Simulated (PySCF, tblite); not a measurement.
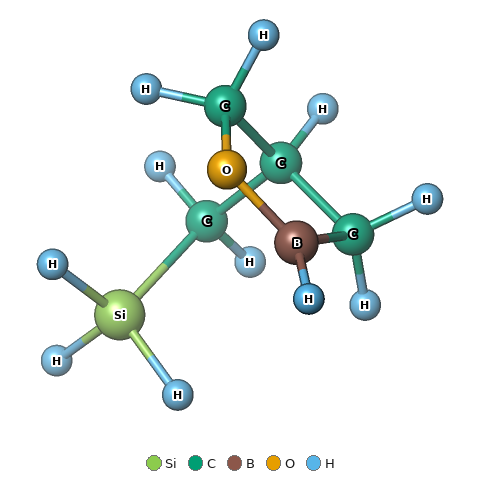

Structure of C₄H₁₁BOSi, SMILES [SiH3]C[C@@H]1CBOC1.

Vertical TDDFT excitations, ωB97X-D/def2-SVPD, PySCF, at a GFN2-xTB geometry (a minimum by its frequencies), gas phase.

> Predict the low-lying singlet excitations and the spectrum.

The lowest singlet lies at 6.81 eV (182 nm, f = 0.000); the brightest of the first 8 is S3 at 8.00 eV (155 nm), f = 0.040, mainly HOMO−1 → LUMO (52 %). No singlet lies below 3.1 eV (beyond 400 nm), so at this level no vertical transition falls in the visible.


```csv
state,E (eV),λ (nm),f,main character
S1,6.81,182,0.000,HOMO → LUMO (53 %)
S2,7.89,157,0.005,HOMO−2 → LUMO (56 %)
S3,8.00,155,0.040,HOMO−1 → LUMO (52 %)
S4,8.23,151,0.006,HOMO → LUMO+1 (66 %)
S5,8.48,146,0.012,HOMO−1 → LUMO+1 (54 %)
S6,8.54,145,0.008,HOMO−3 → LUMO (28 %)
S7,8.57,145,0.003,HOMO−2 → LUMO+1 (37 %)
S8,8.75,142,0.004,HOMO → LUMO+2 (12 %)
```

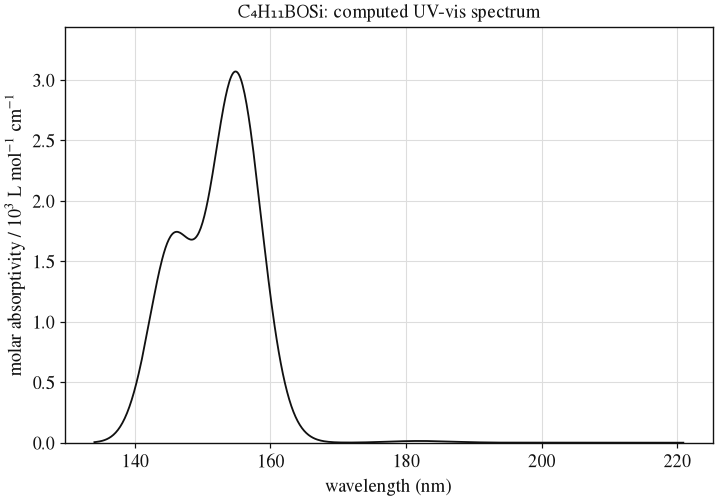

Only the first 8 singlet excitations are included; each is broadened by a Gaussian of 1/e half-width 0.25 eV.

Note: the tight-binding geometry is rougher than a DFT one and adds to the error; one conformer of a flexible molecule; core orbitals are frozen in the response.
